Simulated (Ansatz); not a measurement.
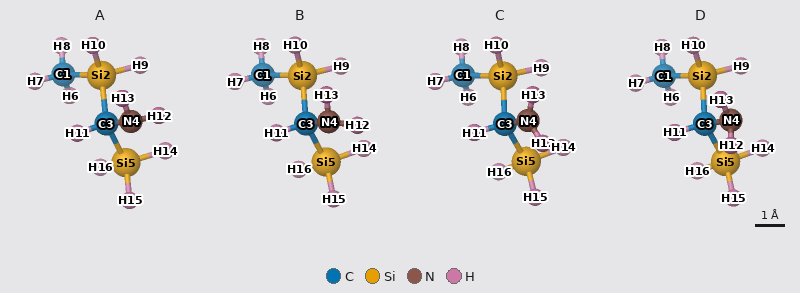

4 geometries from a converged minimum-energy path of C$_{2}$H$_{11}$NSi$_{2}$, shuffled. Style: ball-and-stick. Shown from a free direction.

Level of theory: Ansatz, RKS PBE-D4/6-31G*. Set-up: 7 movable images; climbing image; force threshold 0.05 eV/Å; iteration limit 60; starting path through a guess of the saddle point.

### One of them is the converged climbing image. Which?

C. In order along the path, whose images run from 0 to 8: D (image 0, 0.00 kcal/mol), C (image 4, +4.87 kcal/mol), B (image 6, +0.88 kcal/mol), A (image 7, −0.46 kcal/mol). The motion is an umbrella inversion at N4. No bond forms or breaks between the ends. Bond angles that change up to the highest image, for instance: C3–N4–H12 110.1° → 121.5°, H12–N4–H13 106.1° → 117.0°.
